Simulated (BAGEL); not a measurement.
**C2H7BO (SMILES CBOC): levels of theory compared**

Aim: a comparison of 6 runs (HF/STO-3G, HF/3-21G, B3LYP/6-31G*, B3LYP/cc-pVDZ, PBE0/cc-pVDZ, RI-MP2/cc-pVDZ) of C2H7BO. 

The results are computed with BAGEL 1.2.2.

4 further runs of the same task are left out: 4 that didn't finish. Runs told in other sessions of the task aren't counted.

## (1) The structure to begin with

C2H7BO: 11 atoms, total charge 0, spin state singlet. As SMILES, `CBOC`. Geometry: relaxed at PBE0-D4/def2-TZVP. This is one conformer, not always the lowest.

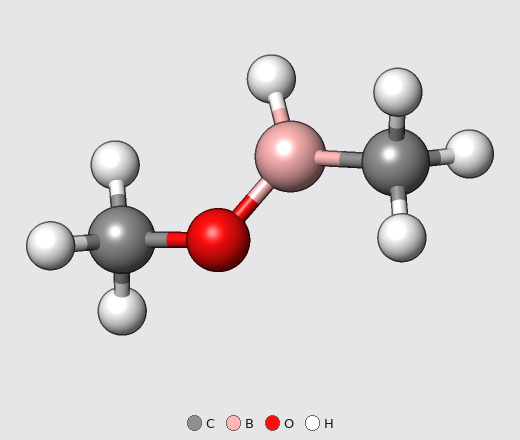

Viewed from a chosen angle; carbon grey, boron pink, oxygen red, hydrogen white.

## (2) A single-point energy at HF/STO-3G (density fitting with qzvpp-jkfit) (run 1)

Contents of input.json:

```json
{ "bagel": [

{
  "title": "molecule",
  "basis": "sto-3g",
  "df_basis": "qzvpp-jkfit",
  "angstrom": true,
  "geometry": [
    { "atom": "C", "xyz": [   -1.306200,    1.341700,   -0.364700 ] },
    { "atom": "B", "xyz": [   -0.434700,    0.206700,    0.257100 ] },
    { "atom": "O", "xyz": [    0.626600,   -0.267100,   -0.425200 ] },
    { "atom": "C", "xyz": [    1.454400,   -1.289700,    0.083900 ] },
    { "atom": "H", "xyz": [   -0.966000,    1.657000,   -1.352600 ] },
    { "atom": "H", "xyz": [   -2.351400,    1.021300,   -0.437600 ] },
    { "atom": "H", "xyz": [   -1.315700,    2.214600,    0.297900 ] },
    { "atom": "H", "xyz": [   -0.678700,   -0.268200,    1.340800 ] },
    { "atom": "H", "xyz": [    1.446400,   -2.133000,   -0.610100 ] },
    { "atom": "H", "xyz": [    1.113800,   -1.626100,    1.067400 ] },
    { "atom": "H", "xyz": [    2.476800,   -0.914200,    0.163700 ] }
  ]
},
{ "title": "hf" },
{ "title": "print", "file": "orbitals.molden", "orbitals": true }

]}
```

Command:

```bash
$ BAGEL_NUM_THREADS=1 BAGEL input.json > input.out
```

The log of the run:

```text
* using 1 threads per process

  ===============================================================
  ===============================================================

  *** Geometry ***

  { "atom" : "C", "xyz" : [     -2.468360,      2.535446,     -0.689183 ] },
  { "atom" : "B", "xyz" : [     -0.821464,      0.390606,      0.485849 ] },
  { "atom" : "O", "xyz" : [      1.184102,     -0.504746,     -0.803512 ] },
  { "atom" : "C", "xyz" : [      2.748418,     -2.437180,      0.158548 ] },
  { "atom" : "H", "xyz" : [     -1.825475,      3.131276,     -2.556044 ] },
  { "atom" : "H", "xyz" : [     -4.443502,      1.929977,     -0.826944 ] },
  { "atom" : "H", "xyz" : [     -2.486313,      4.184987,      0.562949 ] },
  { "atom" : "H", "xyz" : [     -1.282557,     -0.506825,      2.533745 ] },
  { "atom" : "H", "xyz" : [      2.733300,     -4.030786,     -1.152922 ] },
  { "atom" : "H", "xyz" : [      2.104777,     -3.072884,      2.017094 ] },
  { "atom" : "H", "xyz" : [      4.680474,     -1.727588,      0.309348 ] },

  Number of auxiliary basis functions:      428

  Since a DF basis is specified, we compute 2- and 3-index integrals:
    o Being stored without compression. Storage requirement is 0.002 GB

  Number of basis functions:       27
  Number of electrons      :       32

    * METHOD: MOLECULE                             0.08

  *** RHF ***

  === Nuclear Repulsion ===
   114.5372920397

      * DIIS with orbital gradients will be used.

  === RHF iteration (sto-3g) ===
      0       -177.10338421          0.01518754           0.01
      1       -177.15495076          0.00497718           0.01
      2       -177.15994971          0.00116448           0.01
      3       -177.16034788          0.00012388           0.01
      4       -177.16035277          0.00003341           0.01
      5       -177.16035322          0.00000566           0.01
      6       -177.16035323          0.00000095           0.01
      7       -177.16035323          0.00000025           0.01
      8       -177.16035323          0.00000009           0.01
      9       -177.16035323          0.00000003           0.01
     10       -177.16035323          0.00000001           0.01
    * SCF iteration converged.

    * Permanent dipole moment:
           (   -0.255359,     0.339626,    -0.198409) a.u.

    * METHOD: HF                                   0.11

    * METHOD: PRINT                                0.00

  ===============================================================
```

Run time: 0.36 s. Hardware: 1 thread of AMD EPYC 9R45 (Zen 5), shared host.

## (3) A single-point energy at HF/3-21G (density fitting with qzvpp-jkfit) (run 2)

Contents of input.json:

```json
{ "bagel" : [

{
  "title" : "molecule",
  "basis" : "3-21g",
  "df_basis" : "qzvpp-jkfit",
  "angstrom" : true,
  "geometry" : [
    { "atom" : "C", "xyz" : [   -1.306200,    1.341700,   -0.364700 ] },
    { "atom" : "B", "xyz" : [   -0.434700,    0.206700,    0.257100 ] },
    { "atom" : "O", "xyz" : [    0.626600,   -0.267100,   -0.425200 ] },
    { "atom" : "C", "xyz" : [    1.454400,   -1.289700,    0.083900 ] },
    { "atom" : "H", "xyz" : [   -0.966000,    1.657000,   -1.352600 ] },
    { "atom" : "H", "xyz" : [   -2.351400,    1.021300,   -0.437600 ] },
    { "atom" : "H", "xyz" : [   -1.315700,    2.214600,    0.297900 ] },
    { "atom" : "H", "xyz" : [   -0.678700,   -0.268200,    1.340800 ] },
    { "atom" : "H", "xyz" : [    1.446400,   -2.133000,   -0.610100 ] },
    { "atom" : "H", "xyz" : [    1.113800,   -1.626100,    1.067400 ] },
    { "atom" : "H", "xyz" : [    2.476800,   -0.914200,    0.163700 ] }
  ]
},
{
  "title" : "hf",
  "charge" : 0
},
{
  "title" : "print",
  "file" : "orbitals.molden",
  "orbitals" : true
}

]}
```

Command:

```bash
$ BAGEL_NUM_THREADS=1 BAGEL input.json > input.out
```

The log of the run:

```text
* using 1 threads per process

  ===============================================================
  ===============================================================

  *** Geometry ***

  { "atom" : "C", "xyz" : [     -2.468360,      2.535446,     -0.689183 ] },
  { "atom" : "B", "xyz" : [     -0.821464,      0.390606,      0.485849 ] },
  { "atom" : "O", "xyz" : [      1.184102,     -0.504746,     -0.803512 ] },
  { "atom" : "C", "xyz" : [      2.748418,     -2.437180,      0.158548 ] },
  { "atom" : "H", "xyz" : [     -1.825475,      3.131276,     -2.556044 ] },
  { "atom" : "H", "xyz" : [     -4.443502,      1.929977,     -0.826944 ] },
  { "atom" : "H", "xyz" : [     -2.486313,      4.184987,      0.562949 ] },
  { "atom" : "H", "xyz" : [     -1.282557,     -0.506825,      2.533745 ] },
  { "atom" : "H", "xyz" : [      2.733300,     -4.030786,     -1.152922 ] },
  { "atom" : "H", "xyz" : [      2.104777,     -3.072884,      2.017094 ] },
  { "atom" : "H", "xyz" : [      4.680474,     -1.727588,      0.309348 ] },

  Number of auxiliary basis functions:      428

  Since a DF basis is specified, we compute 2- and 3-index integrals:
    o Being stored without compression. Storage requirement is 0.009 GB

  Number of basis functions:       50
  Number of electrons      :       32

    * METHOD: MOLECULE                             0.08

  *** RHF ***

  === Nuclear Repulsion ===
   114.5372920397

      * DIIS with orbital gradients will be used.

  === RHF iteration (3-21g) ===
      0       -178.31061151          0.02289948           0.01
      1       -178.39006825          0.01188993           0.01
      2       -178.41172022          0.00227495           0.01
      3       -178.41284788          0.00052152           0.01
      4       -178.41290777          0.00007656           0.01
      5       -178.41291091          0.00001627           0.01
      6       -178.41291103          0.00000572           0.01
      7       -178.41291105          0.00000223           0.01
      8       -178.41291105          0.00000061           0.01
      9       -178.41291105          0.00000018           0.01
     10       -178.41291105          0.00000006           0.01
     11       -178.41291105          0.00000001           0.01
     12       -178.41291105          0.00000000           0.01
    * SCF iteration converged.

    * Permanent dipole moment:
           (   -0.264952,     0.433652,    -0.336566) a.u.

    * METHOD: HF                                   0.22

    * METHOD: PRINT                                0.00

  ===============================================================
```

It took 0.48 s on 1 thread of AMD EPYC 9R45 (Zen 5), shared host.

Run 3 isn't shown in full; the table further down has it.

## (4) A single-point energy at B3LYP/cc-pVDZ (density fitting with qzvpp-jkfit) (run 4)

Contents of input.json:

```json
{ "bagel": [

{
  "title": "molecule",
  "basis": "cc-pvdz.json",
  "df_basis": "qzvpp-jkfit",
  "angstrom": true,
  "geometry": [
    { "atom": "C", "xyz": [      -1.306200,       1.341700,      -0.364700 ] },
    { "atom": "B", "xyz": [      -0.434700,       0.206700,       0.257100 ] },
    { "atom": "O", "xyz": [       0.626600,      -0.267100,      -0.425200 ] },
    { "atom": "C", "xyz": [       1.454400,      -1.289700,       0.083900 ] },
    { "atom": "H", "xyz": [      -0.966000,       1.657000,      -1.352600 ] },
    { "atom": "H", "xyz": [      -2.351400,       1.021300,      -0.437600 ] },
    { "atom": "H", "xyz": [      -1.315700,       2.214600,       0.297900 ] },
    { "atom": "H", "xyz": [      -0.678700,      -0.268200,       1.340800 ] },
    { "atom": "H", "xyz": [       1.446400,      -2.133000,      -0.610100 ] },
    { "atom": "H", "xyz": [       1.113800,      -1.626100,       1.067400 ] },
    { "atom": "H", "xyz": [       2.476800,      -0.914200,       0.163700 ] }
  ]
},

{
  "title": "ks",
  "xc_func": "b3lyp"
},

{
  "title": "print",
  "file": "orbitals.molden",
  "orbitals": true
}

]}
```

The basis set cc-pVDZ is read from a file made from the Basis Set Exchange's data (not shown).

Command:

```bash
$ BAGEL_NUM_THREADS=1 BAGEL input.json > input.out
```

The log of the run:

```text
* using 1 threads per process

  ===============================================================
  ===============================================================

  *** Geometry ***

  { "atom" : "C", "xyz" : [     -2.468360,      2.535446,     -0.689183 ] },
  { "atom" : "B", "xyz" : [     -0.821464,      0.390606,      0.485849 ] },
  { "atom" : "O", "xyz" : [      1.184102,     -0.504746,     -0.803512 ] },
  { "atom" : "C", "xyz" : [      2.748418,     -2.437180,      0.158548 ] },
  { "atom" : "H", "xyz" : [     -1.825475,      3.131276,     -2.556044 ] },
  { "atom" : "H", "xyz" : [     -4.443502,      1.929977,     -0.826944 ] },
  { "atom" : "H", "xyz" : [     -2.486313,      4.184987,      0.562949 ] },
  { "atom" : "H", "xyz" : [     -1.282557,     -0.506825,      2.533745 ] },
  { "atom" : "H", "xyz" : [      2.733300,     -4.030786,     -1.152922 ] },
  { "atom" : "H", "xyz" : [      2.104777,     -3.072884,      2.017094 ] },
  { "atom" : "H", "xyz" : [      4.680474,     -1.727588,      0.309348 ] },

  Number of auxiliary basis functions:      428

  Since a DF basis is specified, we compute 2- and 3-index integrals:
    o Being stored without compression. Storage requirement is 0.028 GB

  Number of basis functions:       91
  Number of electrons      :       32

    * METHOD: MOLECULE                             0.13

  *** Kohn-Sham DFT ***

    * Removing 20405 points whose weight is below 1.00e-10
    * Grid points: 143561

  === Nuclear Repulsion ===
   114.5372920397

       - DIIS with orbital gradients will be used.

  === KS iteration (b3lyp / cc-pvdz.json) ===
      0       -144.69713457          0.13404657           0.30
      1       -106.62256080          0.16088970           0.30
      2       -126.97460272          0.16821451           0.30
      3       -163.29155899          0.09650073           0.29
      4       -172.18334940          0.10635833           0.30
      5       -179.83539333          0.03430843           0.31
      6       -176.89185138          0.07779217           0.30
      7       -180.03159186          0.03037528           0.29
      8       -180.45005924          0.01346037           0.29
      9       -180.53150763          0.00617622           0.30
     10       -180.54983353          0.00087050           0.30
     11       -180.55018950          0.00027707           0.29
     12       -180.55022581          0.00005711           0.30
     13       -180.55022747          0.00001471           0.30
     14       -180.55022759          0.00000455           0.30
     15       -180.55022760          0.00000231           0.30
     16       -180.55022760          0.00000043           0.29
     17       -180.55022760          0.00000011           0.29
     18       -180.55022760          0.00000003           0.30
     19       -180.55022760          0.00000002           0.30
     20       -180.55022760          0.00000000           0.29
    * SCF iteration converged.

    * Permanent dipole moment:
           (   -0.256376,     0.301619,    -0.137645) a.u.

    * METHOD: KS                                   6.93

    * METHOD: PRINT                                0.01

  ===============================================================
```

It took 7.5 s on 1 thread of AMD EPYC 9R45 (Zen 5), shared host; peak memory 0.57 GiB.

Run 5 isn't shown in full; the table further down has it.

## (5) A single-point energy at RI-MP2/cc-pVDZ (density fitting with qzvpp-jkfit) (run 6)

Contents of input.json:

```json
{ "bagel" : [

{
  "title" : "molecule",
  "basis" : "cc-pvdz.json",
  "df_basis" : "qzvpp-jkfit",
  "angstrom" : true,
  "geometry" : [
    { "atom" : "C", "xyz" : [   -1.306200,    1.341700,   -0.364700 ] },
    { "atom" : "B", "xyz" : [   -0.434700,    0.206700,    0.257100 ] },
    { "atom" : "O", "xyz" : [    0.626600,   -0.267100,   -0.425200 ] },
    { "atom" : "C", "xyz" : [    1.454400,   -1.289700,    0.083900 ] },
    { "atom" : "H", "xyz" : [   -0.966000,    1.657000,   -1.352600 ] },
    { "atom" : "H", "xyz" : [   -2.351400,    1.021300,   -0.437600 ] },
    { "atom" : "H", "xyz" : [   -1.315700,    2.214600,    0.297900 ] },
    { "atom" : "H", "xyz" : [   -0.678700,   -0.268200,    1.340800 ] },
    { "atom" : "H", "xyz" : [    1.446400,   -2.133000,   -0.610100 ] },
    { "atom" : "H", "xyz" : [    1.113800,   -1.626100,    1.067400 ] },
    { "atom" : "H", "xyz" : [    2.476800,   -0.914200,    0.163700 ] }
  ]
},
{ "title" : "hf" },
{ "title" : "mp2", "ncore" : 4 }

]}
```

The basis set cc-pVDZ is read from a file made from the Basis Set Exchange's data (not shown).

Command:

```bash
$ BAGEL_NUM_THREADS=1 BAGEL input.json > input.out
```

The log of the run:

```text
* using 1 threads per process

  ===============================================================
  ===============================================================

  *** Geometry ***

  { "atom" : "C", "xyz" : [     -2.468360,      2.535446,     -0.689183 ] },
  { "atom" : "B", "xyz" : [     -0.821464,      0.390606,      0.485849 ] },
  { "atom" : "O", "xyz" : [      1.184102,     -0.504746,     -0.803512 ] },
  { "atom" : "C", "xyz" : [      2.748418,     -2.437180,      0.158548 ] },
  { "atom" : "H", "xyz" : [     -1.825475,      3.131276,     -2.556044 ] },
  { "atom" : "H", "xyz" : [     -4.443502,      1.929977,     -0.826944 ] },
  { "atom" : "H", "xyz" : [     -2.486313,      4.184987,      0.562949 ] },
  { "atom" : "H", "xyz" : [     -1.282557,     -0.506825,      2.533745 ] },
  { "atom" : "H", "xyz" : [      2.733300,     -4.030786,     -1.152922 ] },
  { "atom" : "H", "xyz" : [      2.104777,     -3.072884,      2.017094 ] },
  { "atom" : "H", "xyz" : [      4.680474,     -1.727588,      0.309348 ] },

  Number of auxiliary basis functions:      428

  Since a DF basis is specified, we compute 2- and 3-index integrals:
    o Being stored without compression. Storage requirement is 0.028 GB

  Number of basis functions:       91
  Number of electrons      :       32

    * METHOD: MOLECULE                             0.14

  *** RHF ***

  === Nuclear Repulsion ===
   114.5372920397

      * DIIS with orbital gradients will be used.

  === RHF iteration (cc-pvdz.json) ===
      0       -179.20391275          0.01556269           0.03
      1       -179.35952642          0.00889979           0.03
      2       -179.40786781          0.00180955           0.03
      3       -179.41051604          0.00067392           0.03
      4       -179.41080502          0.00008683           0.03
      5       -179.41081178          0.00001826           0.03
      6       -179.41081212          0.00000679           0.03
      7       -179.41081216          0.00000163           0.03
      8       -179.41081216          0.00000065           0.03
      9       -179.41081216          0.00000019           0.03
     10       -179.41081216          0.00000005           0.03
     11       -179.41081216          0.00000002           0.03
     12       -179.41081216          0.00000000           0.03
    * SCF iteration converged.

    * Permanent dipole moment:
           (   -0.217937,     0.334832,    -0.241501) a.u.

    * METHOD: HF                                   0.47

  *** RHF ***

  === Nuclear Repulsion ===
   114.5372920397

      * DIIS with orbital gradients will be used.

  === RHF iteration (cc-pvdz.json) ===
      0       -179.41081216          0.00000000           0.03
    * SCF iteration converged.

    * Permanent dipole moment:
           (   -0.217937,     0.334832,    -0.241501) a.u.

  === DF-MP2 calculation ===

    * freezing 4 orbitals
    * 3-index integral transformation done
    * assembly done

      MP2 correlation energy:   -0.5590269528      0.03

      MP2 total energy:       -179.9698391163

    * METHOD: MP2                                  0.10

  ===============================================================
```

Wall time 0.9 s (1 thread of AMD EPYC 9R45 (Zen 5), shared host); peak memory 0.11 GiB.

## (6) Overview of the runs

```
run                                                                 level  frozen core orbitals  energy (Eh)  dipole moment (D)  HOMO energy (eV)  LUMO energy (eV)  wall time
  1                          HF/STO-3G (density fitting with qzvpp-jkfit)                     –  -177.160353               1.19            -10.00              8.64     0.36 s
  2                           HF/3-21G (density fitting with qzvpp-jkfit)                     –  -178.412911               1.55            -11.79              4.65     0.48 s
  3  B3LYP/6-31G* (density fitting with qzvpp-jkfit, spherical functions)                     –  -180.542304               1.10             -7.89              0.59      6.6 s
  4                      B3LYP/cc-pVDZ (density fitting with qzvpp-jkfit)                     –  -180.550228               1.07             -7.99              0.30      7.5 s
  5                       PBE0/cc-pVDZ (density fitting with qzvpp-jkfit)                     –  -180.324701               1.06             -8.22              0.53      7.5 s
  6                     RI-MP2/cc-pVDZ (density fitting with qzvpp-jkfit)                     4  -179.969839                  –                 –                 –      0.9 s
```

## (7) Results

```
                                          quantity          value
                               run 6: total energy  -179.96984 Eh
run 6: correlation energy (4 core orbitals frozen)     -559.0 mEh
```

In words: Over runs 1, 2, 3, 4, 5 the dipole moment (its size) runs from 1.06 D (PBE0/cc-pVDZ) to 1.55 D (HF/3-21G). The two ends differ in method and basis. Over runs 1, 2, 3, 4, 5 the HOMO–LUMO gap runs from 8.29 eV (B3LYP/cc-pVDZ) to 18.63 eV (HF/STO-3G). Totals of different functionals can't be ranked against each other. In run 1 the basis is minimal, so the values are rough. All runs together took 23 s, the longest 7.5 s.
